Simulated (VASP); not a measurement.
Given:

```
CELL_PARAMETERS angstrom
      3.27778     0.00000     0.00000
     -1.63889     2.83864     0.00000
      0.00000     0.00000     4.10703
ATOMIC_POSITIONS crystal
  Al 0.33333 0.66667 0.75000
  Al 0.66667 0.33333 0.25000
  N  0.33333 0.66667 0.25000
  N  0.66667 0.33333 0.75000
```

These are LDA (Ceperley-Alder, Perdew-Zunger), VASP's LDA PAW potentials (set 64) (plane waves; VASP) values and carry that method's errors. Run with 520 eV cut-off, 9×9×6 Γ-centred mesh, tetrahedra with Blöchl corrections, potentials Al N.

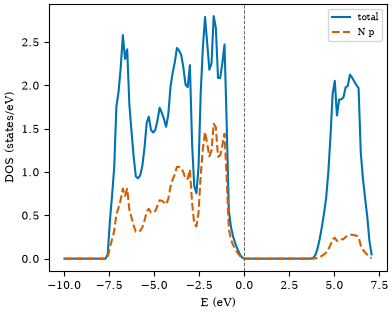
Figure. Total and projected density of states, zero at the valence-band maximum

Within 2 eV below the valence-band maximum the largest weight inside VASP's projection spheres is N p.

The gap is direct, 3.61 eV, from the valence maximum at Γ to the conduction minimum at Γ.

The structure comes from a computed database's AlN entry (P6_3/mmc); how it stands against other phases isn't given here. It was relaxed first.
